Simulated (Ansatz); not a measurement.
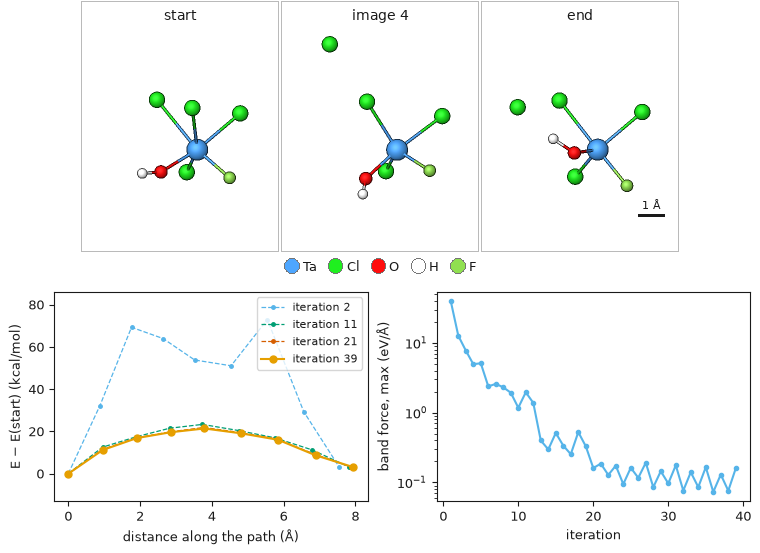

A nudged-elastic-band calculation for TaHOCl₄F (multiplicity 2). Images are numbered from 0 (start) to 8 (end). The plot follows the band through its iterations. A ball-and-stick model, seen from a free direction.

All numbers below come from Ansatz 0.2.0, UKS PBE/def2-SVP. Run with 7 movable images; climbing image from the first iteration; force threshold 0.05 eV/Å; iteration limit 39; optimiser L-BFGS; starting path through a guess of the saddle point.

Judge this run.

The result isn't final. The band hadn't converged when the run stopped after 39 iterations. The largest component of the band force went from 40 to 0.16 eV/Å. The barrier read from it is provisional, though the highest image hardly moved in the last two iterations. The first iteration put the highest image at 195.1 kcal/mol. Forward barrier 21.4 kcal/mol, backward barrier 18.3 kcal/mol, with image 4 at the top; the reaction energy is +3.1 kcal/mol.
